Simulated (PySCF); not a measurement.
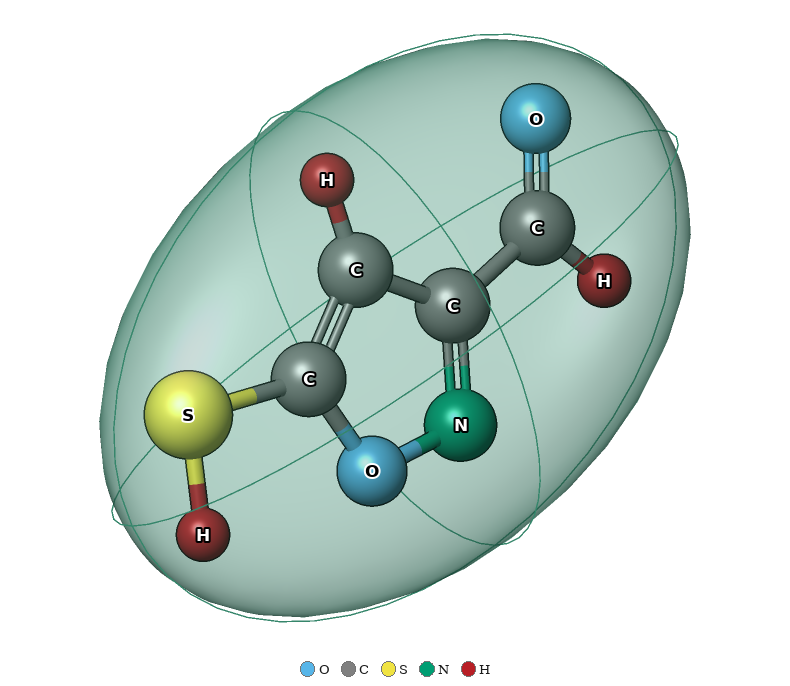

The ellipsoid shows the static dipole polarisability: its half-axes are proportional to the principal values. Computed geometry: GFN2-xTB optimisation. No frequency run is at hand to confirm it as a minimum. Computed with ωB97X-D/def2-SVPD (PySCF 2.14.0).

### How large and how anisotropic is the polarisability?

Principal values 50.0, 74.8, 116.0 bohr³; mean 80.3 bohr³ (11.90 Å³); anisotropy 57.7 bohr³, so the longest axis is 2.32 times the shortest.
